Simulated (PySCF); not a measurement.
**C₁₁H₁₃NOSi: NMR shifts at several levels of theory**

How much do the NMR shifts of C₁₁H₁₃NOSi (`C[Si](C)(C)C(=O)c1ccc(C#N)cc1`) depend on the level of theory, and what does each level cost?

Computed with PySCF 2.14.0, with density-fitted response routines of our own, on a single molecule in the gas phase. Atoms count from 0, in the outputs and in this text.

### Step 1. The molecule as given

27 atoms, charge 0, multiplicity 1; geometry from: GFN2-xTB.

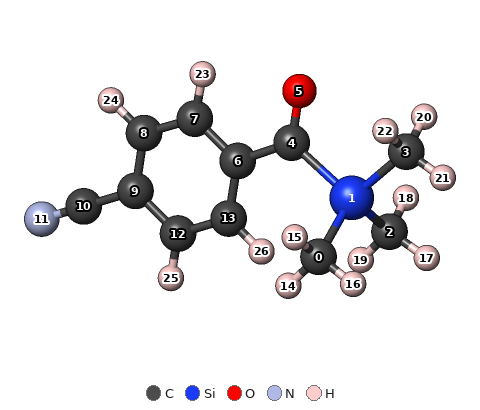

The starting geometry (carbon dark grey, silicon blue, oxygen red, nitrogen light blue, hydrogen pink), atoms numbered.

### Step 2. Geometry optimisation at PBE0-D3(BJ)/def2-SVP

What the job is given:

```
{"job": {"xc": "PBE0", "basis": "def2-SVP", "d3": "d3bj", "grid": 1, "kind": "geom"}, "charge": 0, "multiplicity": 1}
C     -2.348750     1.067450     2.035460
Si    -2.614640     0.308650     0.302600
C     -2.755620     1.662250    -1.038900
C     -4.176990    -0.772730     0.297750
C     -1.165180    -0.910060    -0.140160
O     -1.462980    -2.057900    -0.415130
C      0.265180    -0.499580    -0.153160
C      1.236640    -1.480570    -0.363990
C      2.575620    -1.156820    -0.388800
C      2.963120     0.171800    -0.202980
C      4.333100     0.521470    -0.231380
N      5.442530     0.808830    -0.255530
C      2.000150     1.160460     0.008960
C      0.662590     0.822080     0.034650
H     -1.490960     1.730860     2.084990
H     -2.205450     0.294440     2.785150
H     -3.221620     1.644390     2.326530
H     -3.642580     2.265490    -0.868860
H     -2.845170     1.223170    -2.028510
H     -1.904530     2.336070    -1.058230
H     -4.318000    -1.245430    -0.669720
H     -5.068990    -0.193510     0.518970
H     -4.104850    -1.567200     1.034820
H      0.909740    -2.499760    -0.509320
H      3.326060    -1.915600    -0.553420
H      2.313230     2.184500     0.150560
H     -0.078050     1.588540     0.194620
```

What it wrote:

```text
step   0  E = -845.23535515  max force = 0.032509
step   1  E = -845.23891620  max force = 0.003700
step   2  E = -845.23850159  max force = 0.006903
step   3  E = -845.23910762  max force = 0.000773
step   4  E = -845.23909948  max force = 0.001371
step   5  E = -845.23912618  max force = 0.000222
step   6  E = -845.23913236  max force = 0.000246
optimisation converged
```

Run time: 3.3 min. Hardware: 8 threads of Arm Neoverse V2, shared host.

Relaxation path: (the energy doesn't fall at every step)

```csv
step,energy from step 0 (eV),largest force component (eV/Å)
0,0.0000,1.6717
1,-0.0969,0.1903
2,-0.0856,0.3550
3,-0.1021,0.0397
4,-0.1019,0.0705
5,-0.1026,0.0114
6,-0.1028,0.0126
```

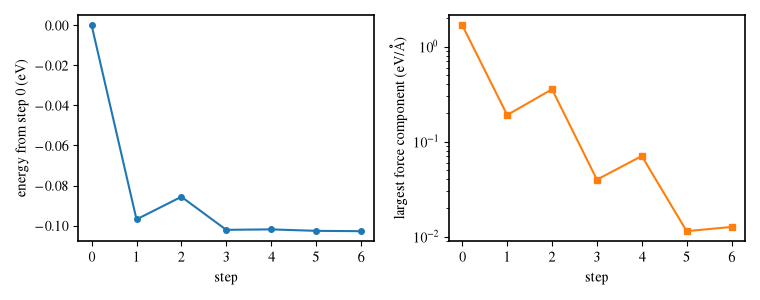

Energy and force, step by step.

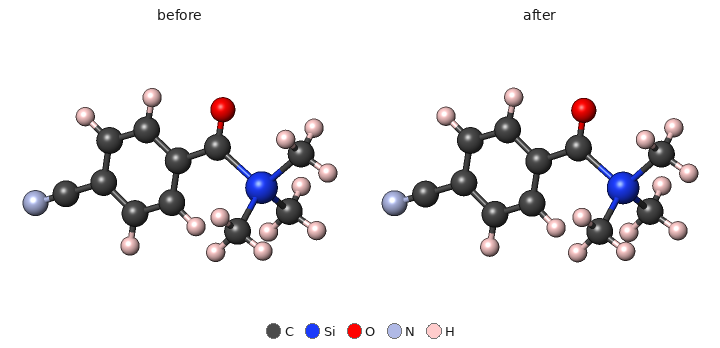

The geometry before (left) and after (right).

Distances of close pairs at the start and the end, largest changes first:

```csv
bond,before (Å),after (Å),change (Å)
Si1–C3,1.900,1.871,-0.029
Si1–C2,1.911,1.883,-0.028
C0–Si1,1.910,1.883,-0.027
C9–C10,1.414,1.432,+0.018
C0–H16,1.086,1.102,+0.016
C2–H17,1.086,1.102,+0.016
C3–H21,1.086,1.101,+0.015
C0–H15,1.086,1.101,+0.015
```

The end geometry stands in the next job.

```csv
at the end point,value
point group (found at 0.08 Å tolerance),C1
"rotational constants (GHz, main isotopes)","1.468, 0.290, 0.263"
dipole moment (D),4.11
```

### Step 3. NMR shieldings: PBE0/pcSseg-1

What the job is given:

```
{"job": {"kind": "nmr", "xc": "PBE0", "basis": "pcSseg-1", "pop": false}, "charge": 0, "multiplicity": 1}
C     -2.383171     1.075867     2.005742
Si    -2.640850     0.313218     0.303075
C     -2.767818     1.646293    -1.021004
C     -4.162799    -0.774690     0.291443
C     -1.178032    -0.900195    -0.129312
O     -1.476244    -2.050710    -0.395195
C      0.267768    -0.496689    -0.146262
C      1.235225    -1.482752    -0.380545
C      2.582359    -1.158908    -0.406055
C      2.979933     0.173520    -0.200231
C      4.369789     0.518364    -0.226812
N      5.494059     0.800565    -0.248346
C      2.018952     1.168183     0.030388
C      0.672195     0.826600     0.058003
H     -1.514979     1.750161     2.048364
H     -2.239579     0.293087     2.766954
H     -3.274127     1.658791     2.290624
H     -3.670818     2.255153    -0.851752
H     -2.852668     1.193754    -2.021349
H     -1.903044     2.326548    -1.030752
H     -4.282894    -1.259846    -0.688652
H     -5.069373    -0.187857     0.507353
H     -4.075527    -1.571924     1.044947
H      0.890462    -2.506582    -0.541517
H      3.339118    -1.924935    -0.585062
H      2.336555     2.200479     0.186207
H     -0.070892     1.605793     0.236717
```

Level: GIAO PBE0/pcSseg-1 NMR shielding, non-relativistic, gas phase.

What it wrote:

```text
coarse grid: 23784 points
cycle   1  E = -845.3335144714  dE =  1.982e+00  |g| = 9.526e-01  |ddm| = 5.191e+00
cycle   2  E = -844.7312963982  dE =  6.022e-01  |g| = 1.950e+00  |ddm| = 3.648e+00
cycle   3  E = -845.5183958284  dE = -7.871e-01  |g| = 2.790e-01  |ddm| = 2.931e+00
cycle   4  E = -845.5358980031  dE = -1.750e-02  |g| = 7.902e-02  |ddm| = 3.376e-01
cycle   5  E = -845.5369627853  dE = -1.065e-03  |g| = 4.550e-02  |ddm| = 1.046e-01
cycle   6  E = -845.5373730325  dE = -4.102e-04  |g| = 1.125e-02  |ddm| = 4.325e-02
cycle   7  E = -845.5373972423  dE = -2.421e-05  |g| = 4.464e-03  |ddm| = 1.269e-02
cycle   8  E = -845.5374016499  dE = -4.408e-06  |g| = 1.411e-03  |ddm| = 6.191e-03
final grid: 227256 points
cycle   9  E = -845.6287765856  dE = -3.918e-05  |g| = 1.410e-02  |ddm| = 7.563e-02
cycle  10  E = -845.6286922128  dE =  8.437e-05  |g| = 2.515e-02  |ddm| = 4.036e-02
cycle  11  E = -845.6288172187  dE = -1.250e-04  |g| = 4.134e-03  |ddm| = 2.986e-02
cycle  12  E = -845.6288206920  dE = -3.473e-06  |g| = 5.459e-04  |ddm| = 4.199e-03
cycle  13  E = -845.6288207481  dE = -5.608e-08  |g| = 2.913e-04  |ddm| = 8.064e-04
cycle  14  E = -845.6288207673  dE = -1.917e-08  |g| = 9.758e-05  |ddm| = 3.350e-04
cycle  15  E = -845.6288207688  dE = -1.570e-09  |g| = 4.683e-05  |ddm| = 1.126e-04
cycle  16  E = -845.6288207693  dE = -4.952e-10  |g| = 1.232e-05  |ddm| = 5.148e-05
converged SCF energy = -845.6288207693

GIAO shielding tensors (ppm)
atom      isotropic    diamagn.    paramagn.     s11        s22        s33       span
  0 C      184.159     255.688     -71.529    176.969    186.000    189.509     12.539
  1 Si     358.370     882.629    -524.259    335.788    340.349    398.973     63.184
  2 C      184.088     255.475     -71.387    177.079    186.088    189.098     12.019
  3 C      187.312     253.372     -66.060    185.963    186.080    189.891      3.928
  4 C      -52.669     250.753    -303.422   -173.464    -78.386     93.843    267.307
  5 O     -483.456     402.534    -885.990  -1379.185   -462.790    391.606   1770.792
  6 C       41.838     262.749    -220.911    -52.333     17.967    159.880    212.213
  7 C       53.753     249.356    -195.603    -47.769     19.939    189.090    236.859
  8 C       44.660     250.589    -205.929    -61.290     24.950    170.320    231.610
  9 C       62.623     259.197    -196.574    -44.570     66.592    165.846    210.416
 10 C       60.461     256.122    -195.661    -63.514    -48.150    293.048    356.562
 11 N      -59.805     339.225    -399.030   -211.981   -198.490    231.056    443.037
 12 C       45.277     251.433    -206.157    -63.809     29.031    170.607    234.416
 13 C       47.166     257.812    -210.646    -48.892     16.713    173.678    222.570
 14 H       30.780      34.168      -3.388     25.547     29.312     37.481     11.934
 15 H       30.870      31.730      -0.861     27.432     27.928     37.249      9.817
 16 H       30.868      28.124       2.744     26.509     28.277     37.818     11.309
 17 H       30.868      27.957       2.910     26.615     28.198     37.789     11.174
 18 H       30.830      31.352      -0.522     27.117     28.077     37.297     10.180
 19 H       30.793      33.979      -3.186     25.549     29.364     37.465     11.917
 20 H       30.670      29.842       0.828     26.642     27.661     37.708     11.066
 21 H       31.327      26.435       4.892     26.743     29.075     38.163     11.419
 22 H       30.850      29.985       0.865     26.941     27.834     37.775     10.834
 23 H       23.083      33.634     -10.550     17.997     24.250     27.003      9.006
 24 H       23.390      29.733      -6.342     19.512     23.375     27.284      7.773
 25 H       23.386      31.691      -8.305     19.626     22.601     27.932      8.305
 26 H       23.211      37.363     -14.152     19.408     21.000     29.227      9.819
```

Run time: 78 s. Hardware: 8 threads of Arm Neoverse V2, shared host.

Shifts follow as δ = σ(reference) − σ, with reference shieldings (ppm) from runs at the same level and on the same kind of geometry: 1H TMS 31.27, 13C TMS 184.4, 29Si TMS 352.0, 15N NH3 265.7, 17O H2O 334.6. The references are single molecules in the gas phase, so shifts against H2O, NH3, PH3, H3PO4 or CFCl3 are not on the usual liquid scales and can be off by tens of ppm. Atoms listed in one row are averaged.

```csv
atoms,environment,σ (ppm),δ (ppm),δ scaled to CDCl3
C4,carbonyl carbon,-52.7,237.1,229.7
C6,substituted aromatic carbon,41.8,142.6,137.9
"C8, C12",aromatic CH,45.0,139.4,134.9
"C7, C13",aromatic CH,50.5,133.9,129.6
C10,nitrile carbon,60.5,123.9,119.8
C9,substituted aromatic carbon,62.6,121.8,117.7
"C0, C2, C3",methyl carbon bonded to Si,185.2,-0.8,-1.3
"H23, H26",hydrogen on an aromatic CH,23.15,8.12,7.91
"H24, H25",hydrogen on an aromatic CH,23.39,7.88,7.68
"H14, H15, H16, H17, H18 and 4 more",hydrogen on a methyl carbon bonded to Si,30.87,0.39,0.59
Si1,silicon bonded to 4 C,358.4,-6.4,–
O5,carbonyl oxygen,-483.5,818.0,–
N11,nitrile nitrogen,-59.8,325.5,–
```

The scaled column applies a straight-line fit of computed shieldings to shifts measured in CDCl3 (root-mean-square error 0.21 ppm for H, 2.0 ppm for C).

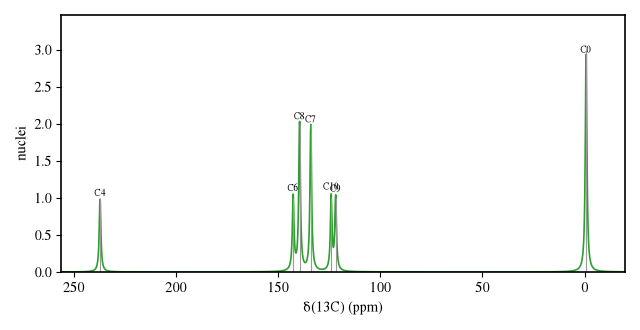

13C lines at the computed shifts, without couplings. Lines are broadened to a width of 0.95 ppm (Lorentzian).

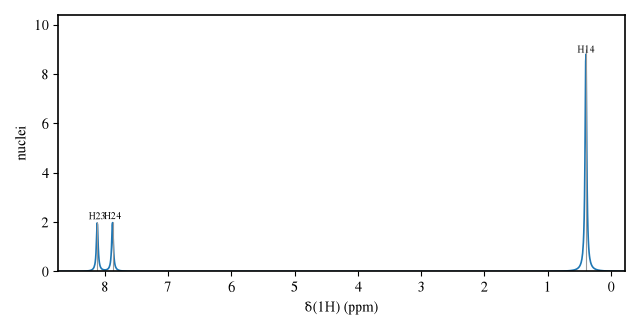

1H lines at the computed shifts, without couplings. Lines are broadened to a width of 0.03 ppm (Lorentzian).

Ring of atoms C6, C7, C8, C9, C12, C13: NICS(0) -8.8, NICS(1) -11.3, NICS(1)zz -26.3 ppm (means of both faces).

### Step 4. Nuclear shieldings: PBE/pcSseg-1

Settings changed since step 3:

```diff
@@ -1,2 +1,2 @@
-{"job": {"kind": "nmr", "xc": "PBE0", "basis": "pcSseg-1", "pop": false}, "charge": 0, "multiplicity": 1}
+{"job": {"kind": "nmr", "xc": "PBE", "basis": "pcSseg-1", "pop": false}, "charge": 0, "multiplicity": 1}
 C     -2.383171     1.075867     2.005742
```

Method: GIAO PBE/pcSseg-1 NMR shielding, non-relativistic, gas phase.

What it wrote:

```text
coarse grid: 23784 points
cycle   1  E = -845.1504500298  dE =  1.615e+00  |g| = 1.138e+00  |ddm| = 5.315e+00
cycle   2  E = -842.2026830596  dE =  2.948e+00  |g| = 3.147e+00  |ddm| = 4.289e+00
cycle   3  E = -844.9123610847  dE = -2.710e+00  |g| = 1.345e+00  |ddm| = 3.982e+00
cycle   4  E = -845.4218830864  dE = -5.095e-01  |g| = 3.111e-01  |ddm| = 1.391e+00
cycle   5  E = -845.4012510887  dE =  2.063e-02  |g| = 3.868e-01  |ddm| = 6.824e-01
cycle   6  E = -845.4436346410  dE = -4.238e-02  |g| = 9.689e-02  |ddm| = 4.977e-01
cycle   7  E = -845.4458214231  dE = -2.187e-03  |g| = 4.020e-02  |ddm| = 1.505e-01
cycle   8  E = -845.4460291070  dE = -2.077e-04  |g| = 3.026e-02  |ddm| = 6.177e-02
cycle   9  E = -845.4462204847  dE = -1.914e-04  |g| = 7.626e-03  |ddm| = 2.741e-02
cycle  10  E = -845.4462326684  dE = -1.218e-05  |g| = 1.759e-03  |ddm| = 7.473e-03
cycle  11  E = -845.4462334301  dE = -7.617e-07  |g| = 5.021e-04  |ddm| = 1.921e-03
final grid: 227256 points
cycle  12  E = -845.5710141047  dE = -2.311e-05  |g| = 2.234e-02  |ddm| = 1.082e-01
cycle  13  E = -845.5704586621  dE =  5.554e-04  |g| = 5.617e-02  |ddm| = 8.200e-02
cycle  14  E = -845.5710956704  dE = -6.370e-04  |g| = 1.244e-02  |ddm| = 7.088e-02
cycle  15  E = -845.5711282187  dE = -3.255e-05  |g| = 1.372e-03  |ddm| = 1.296e-02
cycle  16  E = -845.5711286068  dE = -3.880e-07  |g| = 6.626e-04  |ddm| = 2.243e-03
cycle  17  E = -845.5711287122  dE = -1.055e-07  |g| = 2.437e-04  |ddm| = 8.944e-04
cycle  18  E = -845.5711287262  dE = -1.396e-08  |g| = 8.592e-05  |ddm| = 2.684e-04
cycle  19  E = -845.5711287274  dE = -1.257e-09  |g| = 4.426e-05  |ddm| = 1.065e-04
cycle  20  E = -845.5711287279  dE = -4.525e-10  |g| = 1.213e-05  |ddm| = 4.470e-05
converged SCF energy = -845.5711287279

GIAO shielding tensors (ppm)
atom      isotropic    diamagn.    paramagn.     s11        s22        s33       span
  0 C      179.136     254.531     -75.395    170.437    181.487    185.483     15.047
  1 Si     342.698     883.856    -541.158    320.209    324.660    383.225     63.017
  2 C      179.036     254.338     -75.302    170.539    181.400    185.168     14.630
  3 C      183.024     252.383     -69.359    181.499    181.615    185.958      4.459
  4 C      -54.999     251.195    -306.194   -171.708    -77.973     84.684    256.391
  5 O     -474.651     402.454    -877.105  -1365.344   -434.603    375.994   1741.338
  6 C       41.914     262.071    -220.157    -49.804     21.595    153.951    203.755
  7 C       52.555     248.806    -196.251    -45.431     18.788    184.309    229.740
  8 C       42.460     249.689    -207.229    -59.908     23.339    163.949    223.857
  9 C       60.955     259.208    -198.253    -40.246     63.866    159.246    199.491
 10 C       57.469     256.054    -198.585    -63.659    -47.590    283.656    347.315
 11 N      -59.772     340.725    -400.497   -204.411   -199.312    224.405    428.816
 12 C       42.928     251.075    -208.147    -63.258     27.536    164.507    227.765
 13 C       44.799     257.393    -212.594    -47.191     14.027    167.561    214.752
 14 H       30.708      34.124      -3.416     25.730     29.322     37.073     11.343
 15 H       30.753      31.674      -0.921     27.541     27.981     36.737      9.196
 16 H       30.769      28.056       2.713     26.559     28.378     37.371     10.812
 17 H       30.768      27.895       2.873     26.669     28.294     37.341     10.672
 18 H       30.717      31.308      -0.591     27.232     28.126     36.794      9.562
 19 H       30.717      33.947      -3.230     25.723     29.376     37.052     11.328
 20 H       30.664      29.845       0.818     26.819     27.754     37.418     10.598
 21 H       31.305      26.516       4.789     26.999     29.168     37.749     10.751
 22 H       30.840      29.982       0.858     27.126     27.919     37.477     10.351
 23 H       23.287      33.940     -10.653     18.528     24.346     26.987      8.460
 24 H       23.459      29.773      -6.314     19.886     23.216     27.275      7.389
 25 H       23.456      31.886      -8.430     20.018     22.388     27.961      7.943
 26 H       23.247      37.609     -14.362     19.729     20.869     29.141      9.412
```

Wall time 49 s (8 threads of Arm Neoverse V2, shared host).

Key values: δ C4 235.0, C6 138.1, C8 137.3, C7 131.4, H23 7.93, H24 7.74 ppm (means over like atoms).

### Step 5. Shielding tensors: wB97X-D/pcSseg-1

Settings changed since step 4:

```diff
@@ -1,2 +1,2 @@
-{"job": {"kind": "nmr", "xc": "PBE", "basis": "pcSseg-1", "pop": false}, "charge": 0, "multiplicity": 1}
+{"job": {"kind": "nmr", "xc": "wB97X-D", "basis": "pcSseg-1", "pop": false}, "charge": 0, "multiplicity": 1}
 C     -2.383171     1.075867     2.005742
```

Method: GIAO wB97X-D/pcSseg-1 NMR shielding, non-relativistic, gas phase.

What it wrote:

```text
coarse grid: 23784 points
cycle   1  E = -845.8796395875  dE =  2.460e+00  |g| = 9.979e-01  |ddm| = 5.111e+00
cycle   2  E = -845.5854760027  dE =  2.942e-01  |g| = 1.640e+00  |ddm| = 3.093e+00
cycle   3  E = -846.1055114875  dE = -5.200e-01  |g| = 9.883e-02  |ddm| = 2.085e+00
cycle   4  E = -846.1077543812  dE = -2.243e-03  |g| = 5.576e-02  |ddm| = 1.363e-01
cycle   5  E = -846.1085281040  dE = -7.737e-04  |g| = 9.943e-03  |ddm| = 8.284e-02
cycle   6  E = -846.1085588785  dE = -3.077e-05  |g| = 5.650e-03  |ddm| = 2.297e-02
cycle   7  E = -846.1085682583  dE = -9.380e-06  |g| = 2.341e-03  |ddm| = 1.142e-02
final grid: 227256 points
cycle   8  E = -846.2070819790  dE = -3.181e-04  |g| = 6.075e-03  |ddm| = 7.572e-02
cycle   9  E = -846.2070845687  dE = -2.590e-06  |g| = 5.915e-03  |ddm| = 1.314e-02
cycle  10  E = -846.2070910528  dE = -6.484e-06  |g| = 1.707e-03  |ddm| = 5.985e-03
cycle  11  E = -846.2070915578  dE = -5.049e-07  |g| = 6.469e-04  |ddm| = 2.655e-03
cycle  12  E = -846.2070916596  dE = -1.018e-07  |g| = 1.356e-04  |ddm| = 7.083e-04
cycle  13  E = -846.2070916643  dE = -4.714e-09  |g| = 8.736e-05  |ddm| = 2.242e-04
cycle  14  E = -846.2070916665  dE = -2.207e-09  |g| = 2.785e-05  |ddm| = 1.486e-04
cycle  15  E = -846.2070916669  dE = -3.843e-10  |g| = 1.210e-05  |ddm| = 5.592e-05
converged SCF energy = -846.2070916669

GIAO shielding tensors (ppm)
atom      isotropic    diamagn.    paramagn.     s11        s22        s33       span
  0 C      184.520     256.270     -71.750    177.963    186.085    189.511     11.548
  1 Si     357.764     882.584    -524.821    335.047    338.891    399.352     64.305
  2 C      184.489     256.019     -71.530    178.128    186.257    189.082     10.954
  3 C      187.410     253.558     -66.147    186.124    186.327    189.780      3.656
  4 C      -53.760     251.157    -304.917   -176.374    -80.327     95.421    271.795
  5 O     -478.344     403.512    -881.856  -1364.069   -466.896    395.931   1760.000
  6 C       39.593     263.312    -223.719    -56.522     15.607    159.695    216.217
  7 C       52.416     250.259    -197.843    -50.739     19.209    188.777    239.516
  8 C       43.615     251.672    -208.057    -64.348     24.675    170.519    234.867
  9 C       61.131     259.859    -198.728    -49.838     66.876    166.355    216.192
 10 C       60.541     256.509    -195.968    -64.967    -49.408    295.999    360.966
 11 N      -56.621     339.472    -396.093   -213.283   -195.198    238.619    451.901
 12 C       44.344     252.226    -207.882    -66.376     28.742    170.665    237.041
 13 C       46.503     258.711    -212.209    -51.652     17.424    173.736    225.387
 14 H       30.895      34.735      -3.840     25.666     29.448     37.572     11.905
 15 H       31.013      32.024      -1.011     27.582     28.061     37.395      9.813
 16 H       30.993      28.039       2.954     26.678     28.385     37.916     11.237
 17 H       30.996      27.863       3.133     26.784     28.312     37.892     11.108
 18 H       30.973      31.613      -0.640     27.264     28.212     37.442     10.179
 19 H       30.910      34.535      -3.625     25.671     29.500     37.561     11.890
 20 H       30.777      29.998       0.779     26.773     27.793     37.765     10.992
 21 H       31.425      26.255       5.170     26.831     29.184     38.262     11.431
 22 H       30.960      30.155       0.805     27.077     27.966     37.835     10.758
 23 H       23.137      33.794     -10.657     18.046     24.240     27.126      9.079
 24 H       23.492      29.689      -6.197     19.627     23.430     27.418      7.791
 25 H       23.483      31.743      -8.260     19.720     22.685     28.044      8.324
 26 H       23.294      37.885     -14.590     19.512     21.088     29.282      9.770
```

Run time: 95 s. Hardware: 8 threads of Arm Neoverse V2, shared host.

In short: δ C4 238.3, C6 144.9, C8 140.6, C7 135.1, H23 8.16, H24 7.89 ppm (means over like atoms).

[end of part 1 of 2]
